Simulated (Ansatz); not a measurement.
# singlet [C2F5]+ at 6 levels

Aim: a comparison of 6 runs (HF/cc-pVDZ, PBE/cc-pVDZ, wB97M-V/cc-pVDZ, B3LYP/6-31G*, RPA@PBE/cc-pVDZ, CCSD/cc-pVDZ) of singlet [C2F5]+. 

The results are computed with Ansatz 0.2.0.

33 further runs of the same task are left out: 33 set aside as unsound or not needed.

## (1) Starting point

[C2F5]+ has 7 atoms, charge +1, and is taken as a singlet. SMILES of the parent species: `F[C](F)C(F)(F)F`. The shape is that of a PBE0-D4/def2-TZVP optimisation. That shape belongs to the parent species and isn't relaxed for this state.

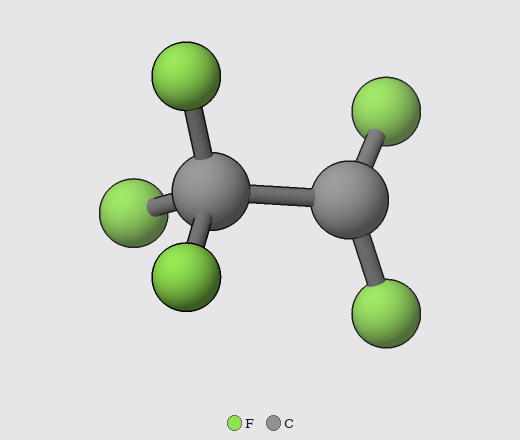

The structure, seen from a chosen angle (fluorine green, carbon grey).

## (2) A single-point energy at HF/cc-pVDZ (run 1)

Input file input.yaml:

```yaml
basis:
  gaussian: {orbitals: cc-pVDZ}
crystal:
  periodic: [false, false, false]
  atoms:
    - symbol: F
      position_ang: [1.561030, -0.846020, 0.512950]
    - symbol: C
      position_ang: [0.322010, -0.468420, 0.723150]
    - symbol: F
      position_ang: [-0.464130, -1.481230, 1.002660]
    - symbol: C
      position_ang: [-0.228340, 0.480800, -0.320510]
    - symbol: F
      position_ang: [0.577960, 1.527090, -0.444820]
    - symbol: F
      position_ang: [-1.434800, 0.896110, 0.043240]
    - symbol: F
      position_ang: [-0.333720, -0.108340, -1.516660]
total_charge: 1
magnetization: {spin_polarized: false, initial_magnetization: 0}
hamiltonian: {xc: hf}
accuracy: high
output: {orbitals: {seedname: orbitals}}
```

On the command line:

```console
$ ansatz run input.yaml --threads 1 --pin off --max-ram 3480MiB --events-out events.jsonl --progress --plain --runs-dir runs
```

Log:

```text
Warning: RAYON_NUM_THREADS=1 ignored (pool sized by the plan → 1); use --threads N
Functional definition: HF
  name "HF"
  exchange = exact_x
  correlation = 0
2168 factors; integrals over basis functions are off by at most 2.9e-9 eV
mean field evaluation 1: about -15569.5353 eV, gradient 6.7e1 eV
mean field evaluation 2: about -15570.2149 eV, gradient 6.8e1 eV
mean field evaluation 4: about -15578.4529 eV, gradient 4.7e0 eV
mean field evaluation 8: about -15578.5911 eV, gradient 5.8e-1 eV
mean field evaluation 16: about -15578.5927 eV, gradient 8.0e-7 eV
mean field -15578.59274854 eV, -572.5027239594 hartree, gradient 2.3e-8 eV, S^2 0.000000; 0 other end points of the search recorded, 0 dependent functions left out
reference -15578.59274854 eV, -572.5027239594 hartree; 28, 28 occupied and 70, 70 virtual orbitals, 2168 factors
Total energy: -15578.59274854 eV, -572.5027239594 hartree
```

It took 2.8 s on 1 thread of Intel Xeon Platinum 8488C (Sapphire Rapids), shared host; peak memory 0.33 GiB.

## (3) A single-point energy at PBE/cc-pVDZ (run 2)

Input file job.yaml:

```yaml
crystal:
  periodic: [false, false, false]
  atoms:
    - {symbol: F, position_ang: [1.561030, -0.846020, 0.512950]}
    - {symbol: C, position_ang: [0.322010, -0.468420, 0.723150]}
    - {symbol: F, position_ang: [-0.464130, -1.481230, 1.002660]}
    - {symbol: C, position_ang: [-0.228340, 0.480800, -0.320510]}
    - {symbol: F, position_ang: [0.577960, 1.527090, -0.444820]}
    - {symbol: F, position_ang: [-1.434800, 0.896110, 0.043240]}
    - {symbol: F, position_ang: [-0.333720, -0.108340, -1.516660]}
basis:
  gaussian:
    orbitals: cc-pVDZ
accuracy: high
output:
  orbitals: {seedname: orbitals}
total_charge: 1
hamiltonian:
  xc: pbe
```

On the command line:

```console
$ ansatz run job.yaml --threads 1 --pin off --max-ram 3480MiB --events-out events.jsonl --progress --plain --runs-dir runs
```

Log:

```text
Warning: RAYON_NUM_THREADS=1 ignored (pool sized by the plan → 1); use --threads N
Functional definition: PBE
  name "PBE"
  parameter kappa = 0.804
  parameter beta = 0.06672455060314922
  exchange = pbe_x(kappa = kappa, mu = beta*pi^2/3)
  correlation = pbe_c(beta = beta)
2168 factors; integrals over basis functions are off by at most 2.9e-9 eV
mean field evaluation 1: about -15625.7310 eV, gradient 6.7e1 eV
mean field evaluation 2: about -15561.7891 eV, gradient 1.8e2 eV
mean field evaluation 4: about -15631.8113 eV, gradient 1.4e1 eV
mean field evaluation 8: about -15632.1967 eV, gradient 8.5e-1 eV
mean field evaluation 16: about -15632.1928 eV, gradient 2.7e-4 eV
mean field -15632.19278335 eV, -574.4724889072 hartree, gradient 5.0e-8 eV, S^2 0.000000; 0 other end points of the search recorded, 0 dependent functions left out
reference -15632.19278481 eV, -574.4724889608 hartree; 28, 28 occupied and 70, 70 virtual orbitals, 2168 factors
Total energy: -15632.19278481 eV, -574.4724889608 hartree
```

Run time: 5.1 s. Hardware: 1 thread of Intel Xeon Platinum 8488C (Sapphire Rapids), shared host; peak memory 0.28 GiB.

Runs 3 to 5 aren't shown in full; the table further down has their settings and results.

## (4) The energy at CCSD/cc-pVDZ (run 6)

Input file run.yaml:

```yaml
basis:
  gaussian:
    orbitals: cc-pVDZ
crystal:
  periodic: [false, false, false]
  atoms:
    - symbol: F
      position_ang: [1.561030, -0.846020, 0.512950]
    - symbol: C
      position_ang: [0.322010, -0.468420, 0.723150]
    - symbol: F
      position_ang: [-0.464130, -1.481230, 1.002660]
    - symbol: C
      position_ang: [-0.228340, 0.480800, -0.320510]
    - symbol: F
      position_ang: [0.577960, 1.527090, -0.444820]
    - symbol: F
      position_ang: [-1.434800, 0.896110, 0.043240]
    - symbol: F
      position_ang: [-0.333720, -0.108340, -1.516660]
total_charge: 1
correlation:
  method: ccsd
  frozen_orbitals: {C: 1, F: 1}
accuracy: high
scf:
  omitted_lower_state_checks: [cluster_reference, increment]
```

On the command line:

```console
$ ansatz run run.yaml --threads 1 --pin off --max-ram 3480MiB --events-out events.jsonl --progress --plain --runs-dir runs
```

Log, shortened:

```text
Warning: RAYON_NUM_THREADS=1 ignored (pool sized by the plan → 1); use --threads N
Functional definition: HF
  name "HF"
[...]
2168 factors; integrals over basis functions are off by at most 2.9e-9 eV
[...]
mean field -15578.59274854 eV, -572.5027239594 hartree, gradient 2.3e-8 eV, S^2 0.000000; 0 other end points of the search recorded, 0 dependent functions left out
7 core orbitals not correlated: weight in the atoms' cores, before any rotation towards them, 1.000 or more for the frozen orbitals, at most 0.000 for the correlated occupied ones
reference -15578.59274854 eV, -572.5027239594 hartree; 21, 21 occupied and 70, 70 virtual orbitals, 2168 factors
second order -32.37410259 eV of doubles, -0.00000000 eV of singles
cycle   1  -31.62285657 eV  change    7.5e-1 eV  update   1.6e-1
[...]
cycle  26  -32.68184090 eV  change   -1.8e-9 eV  update   2.1e-9
Total energy: -15611.27458944 eV, -573.7037594599 hartree
Checks for a lower state left out: cluster_reference, increment
```

Run time: 34 s. Hardware: 1 thread of Intel Xeon Platinum 8488C (Sapphire Rapids), shared host; peak memory 0.8 GiB.

## (5) The series

```
run                               level  Cartesian functions  frozen core orbitals  energy (Eh)  HOMO energy (eV)  LUMO energy (eV)  HOMO–LUMO gap (eV)  wall time
  1                          HF/cc-pVDZ                   no                     –  -572.502724            -24.29             -9.22               15.08      2.8 s
  2                         PBE/cc-pVDZ                   no                     –  -574.472489            -15.90            -13.88                2.01      5.1 s
  3                     wB97M-V/cc-pVDZ                   no                     –  -574.877081            -20.70            -10.72                9.98       46 s
  4  B3LYP/6-31G* (Cartesian functions)                  yes                     –  -574.963092            -17.70            -13.29                4.41      6.9 s
  5                     RPA@PBE/cc-pVDZ                   no                     7  -574.158725                 –                 –                   –       11 s
  6                        CCSD/cc-pVDZ                   no                     7  -573.703759                 –                 –                   –       34 s
```

## (6) Results

| quantity | value |
| --- | --- |
| run 6: total energy | -573.70376 Eh |
| run 6: correlation energy (7 core orbitals frozen) | -1201.0 mEh |
| run 6: T1 diagnostic | 0.020 |

What this shows: Over runs 1, 2, 3, 4 the HOMO–LUMO gap runs from 2.01 eV (PBE/cc-pVDZ) to 15.08 eV (HF/cc-pVDZ). Exact exchange widens orbital gaps. Totals of different functionals can't be ranked against each other. All runs together took 1.8 min, the longest 46 s.
